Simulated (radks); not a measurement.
# Taking charge from the 5s level of Hf³⁺ in fractions

What happens to E and to the 5s eigenvalue of Hf³⁺ when a fraction of an electron is removed? The exact functional would give straight lines between whole numbers for a frontier level.

The numbers are computed with radks (a radial shooting solver on a logarithmic mesh, Libxc functionals) version 1 (Dirac Kohn-Sham, LDA (Slater exchange, Perdew-Wang correlation), spin-unpolarised, spherical densities, finite nucleus; open shells are shared between the two j in proportion to 2j + 1), except any that are marked as measured or tabulated.

### Step 1. The system

| Property | Result |
| --- | --- |
| element | hafnium (Z = 72) |
| charge | +3 |
| electrons | 69 |
| configuration | [Xe] 4f14 5d1 |
| nuclear rms radius | 5.347 fm |

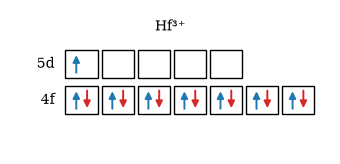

Outer shells as boxes.

### Step 2. Start: [Xe] 4f14 5d1

The run's settings:

```text
Z 72
configuration [Xe] 4f14 5d1
relativity Dirac
functional lda,pw
spin unpolarised
j_filling average
nucleus finite rms 5.347 fm
c 137.035999084
```

### Step 3. 0.125 electron removed from 5s

Changes since step 2:

```diff
@@ -1,3 +1,3 @@
 Z 72
-configuration [Xe] 4f14 5d1
+configuration [Kr] 4d10 4f14 5s1.875 5p6 5d1
 relativity Dirac
```

### Step 4. 0.25 electron removed from 5s

The run's settings:

```text
Z 72
configuration [Kr] 4d10 4f14 5s1.75 5p6 5d1
relativity Dirac
functional lda,pw
spin unpolarised
j_filling average
nucleus finite rms 5.347 fm
c 137.035999084
```

### Step 5. 0.375 electron removed from 5s

Changes since step 4:

```diff
@@ -1,3 +1,3 @@
 Z 72
-configuration [Kr] 4d10 4f14 5s1.75 5p6 5d1
+configuration [Kr] 4d10 4f14 5s1.625 5p6 5d1
 relativity Dirac
```

### Step 6. 0.5 electron removed from 5s

The run's settings:

```text
Z 72
configuration [Kr] 4d10 4f14 5s1.5 5p6 5d1
relativity Dirac
functional lda,pw
spin unpolarised
j_filling average
nucleus finite rms 5.347 fm
c 137.035999084
```

### Step 7. 0.625 electron removed from 5s

Changes since step 6:

```diff
@@ -1,3 +1,3 @@
 Z 72
-configuration [Kr] 4d10 4f14 5s1.5 5p6 5d1
+configuration [Kr] 4d10 4f14 5s1.375 5p6 5d1
 relativity Dirac
```

### Step 8. 0.75 electron removed from 5s

The run's settings:

```text
Z 72
configuration [Kr] 4d10 4f14 5s1.25 5p6 5d1
relativity Dirac
functional lda,pw
spin unpolarised
j_filling average
nucleus finite rms 5.347 fm
c 137.035999084
```

### Step 9. 0.875 electron removed from 5s

Changes since step 8:

```diff
@@ -1,3 +1,3 @@
 Z 72
-configuration [Kr] 4d10 4f14 5s1.25 5p6 5d1
+configuration [Kr] 4d10 4f14 5s1.125 5p6 5d1
 relativity Dirac
```

### Step 10. 1 electron removed from 5s

Changes since step 9:

```diff
@@ -1,3 +1,3 @@
 Z 72
-configuration [Kr] 4d10 4f14 5s1.125 5p6 5d1
+configuration [Kr] 4d10 4f14 5s1 5p6 5d1
 relativity Dirac
```

Before running it: what results should come out? Wanted: for each run, removed; E − E(0); eigenvalue; E minus straight line.

As calculated:

```csv
removed (e),E − E(0) (eV),eigenvalue (eV),E minus straight line (eV)
0,0.000,-94.371,0.000
0.125,11.927,-96.457,-0.929
0.25,24.115,-98.559,-1.596
0.375,36.567,-100.68,-1.999
0.5,49.284,-102.81,-2.137
0.625,62.269,-104.95,-2.008
0.75,75.523,-107.11,-1.610
0.875,89.047,-109.28,-0.941
1,102.84,-111.47,0.000
```

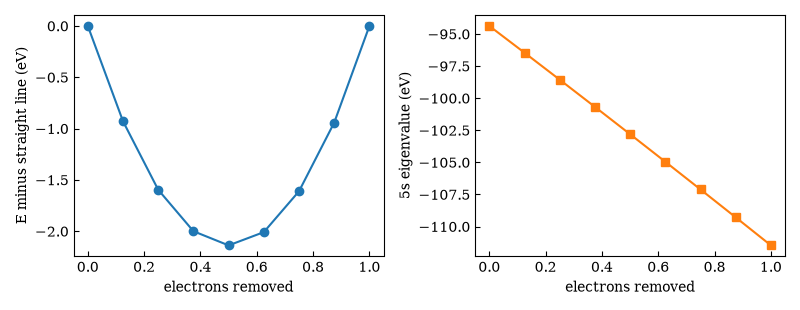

Left: the energy against the straight line between the ends. Right: the eigenvalue of the level emptied.

What this shows: Removing the whole electron costs 102.84 eV, against 94.371 eV from minus the starting eigenvalue. Slater's transition state, half an electron removed, gives 102.81 eV. The trapezoid integral of minus the eigenvalue gives 102.84 eV over the range, against 102.84 eV from the energies (Janak's theorem). The eigenvalue moves by 17.1 eV per electron. E bends below the straight line by 2.14 eV at 0.5 electron removed.
